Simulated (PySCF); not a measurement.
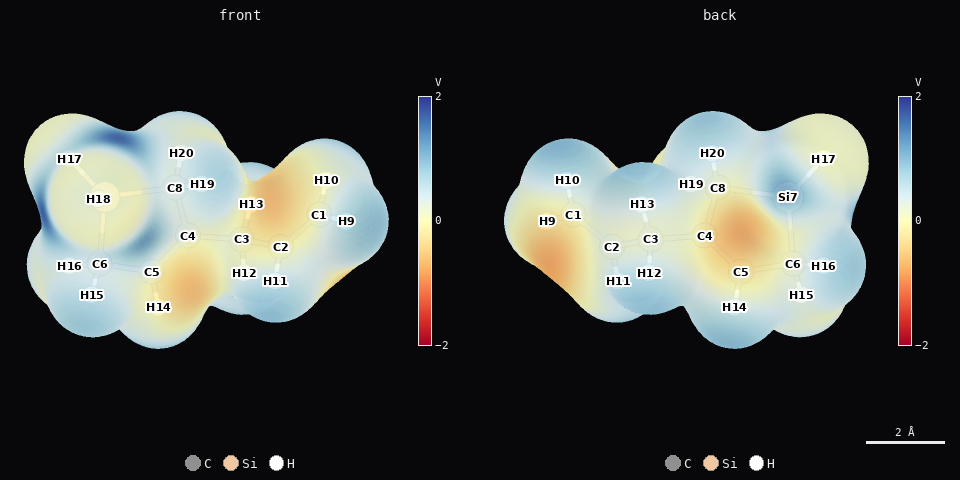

The picture shows: C7H12Si (SMILES C=CCC1=CC[SiH2]C1). The molecular electrostatic potential painted on the density surface at 0.004 e/bohr³, seen from the front and from behind; red is negative and blue positive.

Geometry: GFN2-xTB.

Computed with PBE0/pcSseg-1, SCF density, gas phase, non-relativistic in PySCF 2.14.0.

```
atom    x (Å)    y (Å)    z (Å)
   C   3.1087   0.9217  -0.5652
   C   2.2753   0.1626   0.1204
   C   1.3543  -0.8557  -0.4809
   C  -0.0770  -0.5117  -0.1704
   C  -0.8472  -1.1911   0.6663
   C  -2.2568  -0.7372   0.9071
  Si  -2.4529   0.8024  -0.2020
   C  -0.6580   0.7074  -0.8364
   H   3.7487   1.6448  -0.0879
   H   3.1930   0.8463  -1.6374
   H   2.2035   0.2585   1.1963
   H   1.5884  -1.8400  -0.0650
   H   1.5007  -0.8904  -1.5638
   H  -0.4981  -2.0737   1.1853
   H  -2.4035  -0.5256   1.9681
   H  -2.9529  -1.5415   0.6616
   H  -3.4467   0.6193  -1.2642
   H  -2.7363   2.0260   0.5534
   H  -0.0616   1.5840  -0.5759
   H  -0.5868   0.6047  -1.9209
```

Q: Which sites attract a positive test charge, and which a negative one?

A: A positive charge is drawn to the negative regions and a negative charge to the positive ones. The most negative region (about −0.8 V, or −18 kcal/mol for a unit charge) lies over the π face of C1, C2, C4 and C5, the most positive (about +1.6 V, or +37 kcal/mol for a unit charge) over Si7.

Q: What dipole moment does the calculation give?

A: Its dipole moment is 0.19 D.
